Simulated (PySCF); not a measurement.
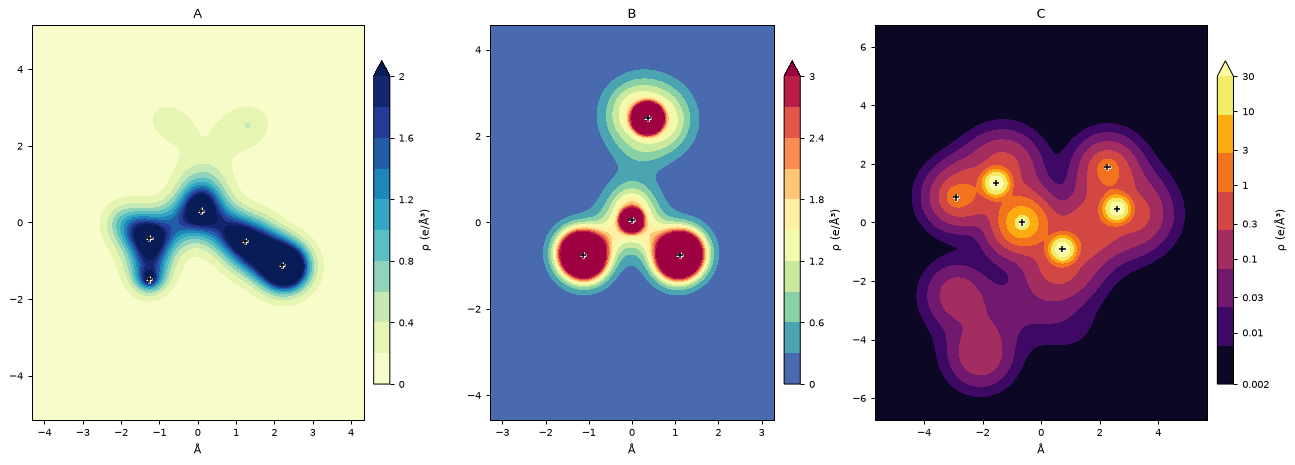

The total electron density of 3 systems, each on a plane through atoms (crosses mark nuclei in the plane).

These are results of PBE0/pcSseg-1, SCF density, gas phase, non-relativistic in PySCF 2.14.0, not measurements.

System 1: H$_{12}$O$_{2}$Si$_{5}$, the plane of atoms Si3, Si2 and O4. Geometry: GFN2-xTB.

```
atom    x (Å)    y (Å)    z (Å)
   O   0.0123   0.6091  -2.2589
  Si  -0.1140   0.7852  -0.6330
  Si  -1.3451   2.7355  -0.4546
   O  -1.0210  -0.4925  -0.1088
  Si  -2.3132  -1.2590   0.4671
  Si   1.9051   0.2708   0.3889
  Si   2.5686  -1.9540   0.2712
   H   0.1431  -0.2401  -2.6731
   H  -0.7458   3.6153   0.5607
   H  -2.7410   2.5290  -0.0364
   H  -1.4072   3.5217  -1.6922
   H  -1.8792  -2.6485   0.5965
   H  -3.4107  -1.1061  -0.4883
   H  -2.6458  -0.6530   1.7561
   H   2.9704   1.1307  -0.1682
   H   1.8571   0.6934   1.8037
   H   1.4195  -2.8495   0.0851
   H   3.2761  -2.4510   1.4567
   H   3.4610  -2.2278  -0.8649
```

System 2: C$_{5}$H$_{9}$NOSi, the plane of atoms C4, C5 and C7. Geometry: GFN2-xTB.

```yaml
atoms:
  - { symbol: C, position_ang: [2.2377, 0.5713, 0.1866] }
  - { symbol: O, position_ang: [1.3325, -0.1605, -0.6090] }
  - { symbol: C, position_ang: [0.4634, -0.9457, 0.1285] }
  - { symbol: C, position_ang: [-0.7902, -1.3953, -0.5252] }
  - { symbol: C, position_ang: [-0.8673, -0.3548, 0.5777] }
  - { symbol: Si, position_ang: [-1.3104, 1.4291, 0.0988] }
  - { symbol: C, position_ang: [-1.3467, -0.7825, 1.8348] }
  - { symbol: N, position_ang: [-1.7270, -1.1044, 2.8679] }
  - { symbol: H, position_ang: [1.7104, 1.2514, 0.8650] }
  - { symbol: H, position_ang: [2.8724, -0.1000, 0.7763] }
  - { symbol: H, position_ang: [2.8545, 1.1468, -0.5001] }
  - { symbol: H, position_ang: [0.9594, -1.6253, 0.8230] }
  - { symbol: H, position_ang: [-0.9691, -1.0508, -1.5320] }
  - { symbol: H, position_ang: [-1.1489, -2.3940, -0.3211] }
  - { symbol: H, position_ang: [-0.9957, 2.2840, 1.2451] }
  - { symbol: H, position_ang: [-0.5384, 1.7997, -1.0816] }
  - { symbol: H, position_ang: [-2.7434, 1.4430, -0.1952] }
```

System 3: C$_{3}$H$_{4}$F$_{2}$S (SMILES FC1(F)CSC1), the plane of atoms F1, C2 and F3. Geometry: GFN2-xTB, MD frame at 250 fs, 400 K.

```xyz
10

F    -0.8092    0.0421    1.8624
C    -0.2739    0.3607    0.6260
F    -0.2044    1.7266    0.5156
C    -1.1283   -0.3088   -0.4777
S     0.3144   -0.9171   -1.3168
C     1.0931   -0.2760    0.2476
H    -1.7298   -1.0073    0.0155
H    -1.7245    0.4101   -1.0457
H     1.5518   -1.0297    0.9025
H     1.8990    0.3576   -0.1303
```

### Match each panel to its system.

Panel A is system 2, C$_{5}$H$_{9}$NOSi: the plane holds C, N and H. C–N (1.15 Å): ρ is about 3.5 e/Å³ halfway. Panel B is system 3, C$_{3}$H$_{4}$F$_{2}$S: the plane holds F, C and S. C–F (1.37 Å): ρ is about 2.2 e/Å³ halfway, with its minimum of 1.7 e/Å³ about 0.5 Å from C. Panel C is system 1, H$_{12}$O$_{2}$Si$_{5}$: the plane holds Si, O and H. Si–O (1.61 Å): ρ is about 1.2 e/Å³ halfway.
